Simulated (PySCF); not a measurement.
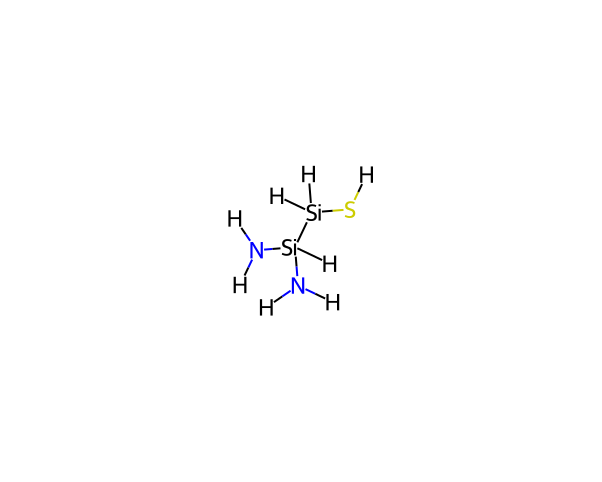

2D structure.

Question: Give its SMILES.

Answer: N[SiH](N)[SiH2]S

Question: What is the molecular formula?

Answer: H8N2SSi2.

Question: An optimisation with PBE0-D3(BJ)/def2-SVP gave a structure of which point group?

Answer: C1. Other conformers may differ.

The parts below concern this one geometry. Atoms keep their numbers from picture to picture. Computed geometry: PBE0-D3(BJ)/def2-SVP optimisation. No frequency run is at hand to confirm it as a minimum.

## Shape

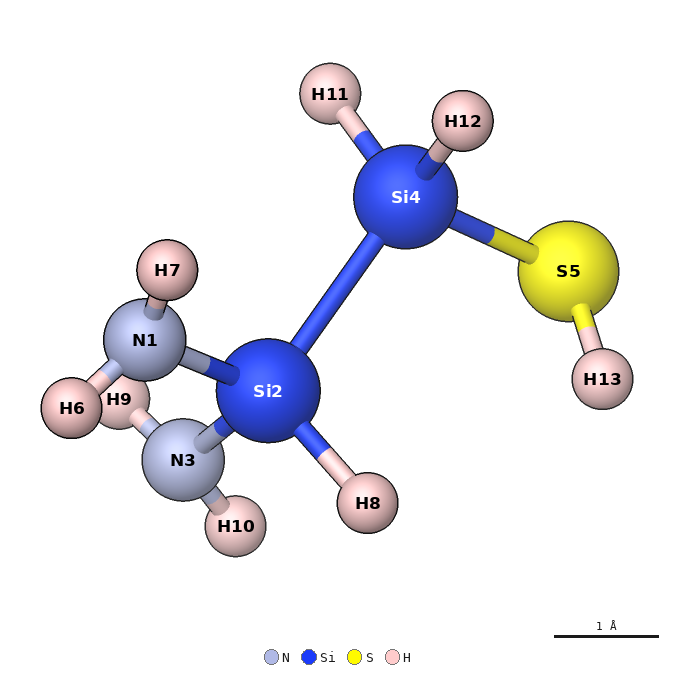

The atoms are numbered. No frequency run is at hand to confirm it as a minimum.

Estimate the angles N1–Si2–N3, N1–Si2–Si4, Si2–N1–H6, Si2–N1–H7, Si2–N3–H9, Si2–Si4–H11, N3–Si2–Si4, N3–Si2–H8, Si4–Si2–H8, Si4–S5–H13, S5–Si4–H11, S5–Si4–H12.

```
      angle  degrees
  N1–Si2–N3    107.7
 N1–Si2–Si4    107.8
  Si2–N1–H6    119.8
  Si2–N1–H7    121.0
  Si2–N3–H9    119.3
Si2–Si4–H11    112.1
 N3–Si2–Si4    114.2
  N3–Si2–H8    103.7
 Si4–Si2–H8    105.8
 Si4–S5–H13     94.6
 S5–Si4–H11    103.8
 S5–Si4–H12    111.7
```

## Bond orders

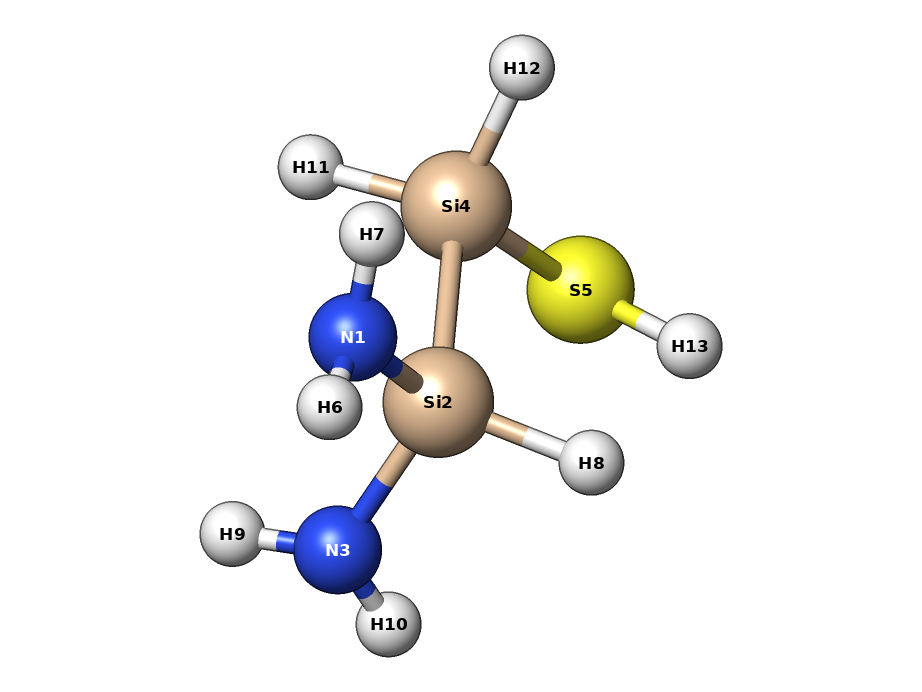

Every bond is drawn as one stick. No frequency run is at hand to confirm it as a minimum. Method: PBE0/cc-pVDZ (PySCF 2.14.0).

List the Mayer bond orders of N1–Si2, N1–H6, N1–H7, Si2–N3, Si2–Si4, Si2–H8, N3–H9, N3–H10, Si4–S5, Si4–H11, Si4–H12, S5–H13.

| bond | Mayer order | length (Å) |
| --- | --- | --- |
| N1–Si2 | 1.23 | 1.725 |
| N1–H6 | 0.97 | 1.015 |
| N1–H7 | 0.97 | 1.013 |
| Si2–N3 | 1.19 | 1.728 |
| Si2–Si4 | 0.91 | 2.352 |
| Si2–H8 | 0.87 | 1.506 |
| N3–H9 | 0.97 | 1.015 |
| N3–H10 | 0.97 | 1.014 |
| Si4–S5 | 1.09 | 2.165 |
| Si4–H11 | 0.95 | 1.496 |
| Si4–H12 | 0.91 | 1.501 |
| S5–H13 | 0.95 | 1.352 |

## Polarisability

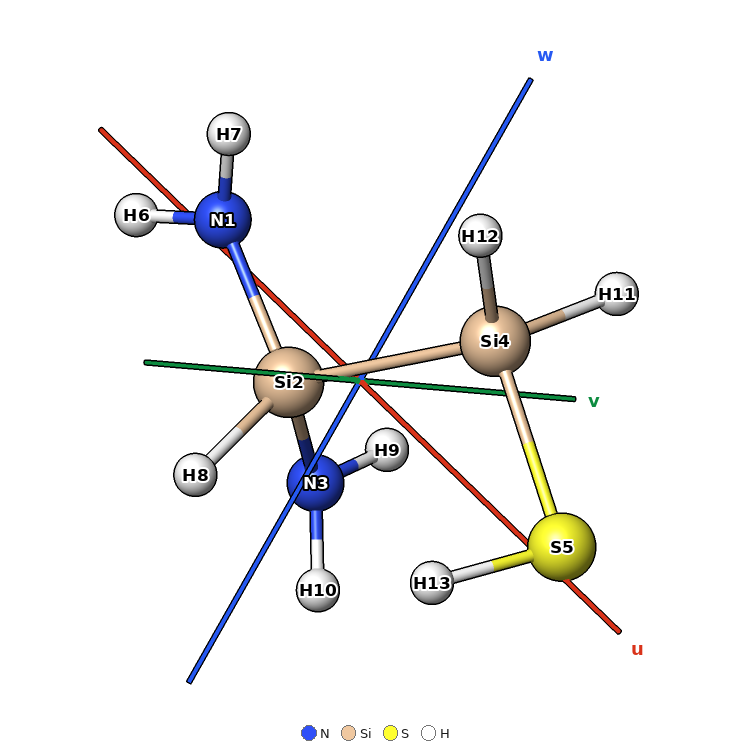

The lines u, v and w are the principal axes of the static dipole polarisability. No frequency run is at hand to confirm it as a minimum. Level of theory: PBE0/def2-SVP (PySCF 2.14.0).

Question: Along which axis is the molecule most polarisable, and along which least?

Answer: Most along u (close to the long direction N1···S5), least along v.

Question: Give the three principal values.

Answer: u 90.5, v 67.4, w 79.0 bohr³; mean 79.0, anisotropy 20.0 bohr³.

## Charges

The questions are on IAO charges. No frequency run is at hand to confirm it as a minimum. Properties computed with PBE0/6-31G*, gas phase (PySCF 2.14.0).

List the IAO charges.

```csv
atom,value (e)
N1,−0.84
Si2,0.88
N3,−0.83
Si4,0.30
S5,−0.31
H6,0.27
H7,0.27
H8,−0.17
H9,0.26
H10,0.27
H11,−0.09
H12,−0.11
H13,0.09
```
